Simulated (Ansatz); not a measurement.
## A computed series for ZrC: pressure series

The reference is ZrC in the rock salt structure (space group Fm-3m, No. 225; a = 4.6689 Å).

Cell and atoms are relaxed at each pressure.

Computed with Ansatz (an electronic-structure program) PBEsol, no spin-orbit coupling.

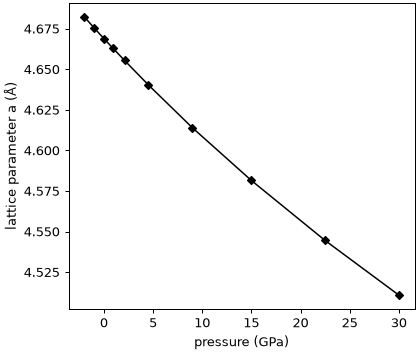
Lattice parameter a against pressure

```tsv
pressure (GPa)	lattice parameter a
-2	4.682 Å
-1	4.676 Å
0.9	4.663 Å
2.1	4.655 Å
4.5	4.641 Å
9	4.614 Å
15	4.582 Å
22.5	4.545 Å
30	4.511 Å
```

Load acts through the strain it causes; cell and atoms are relaxed under it. Whether these cells are dynamically stable was not tested. Competing high-pressure phases were not computed. The final runs are not spin-polarised.
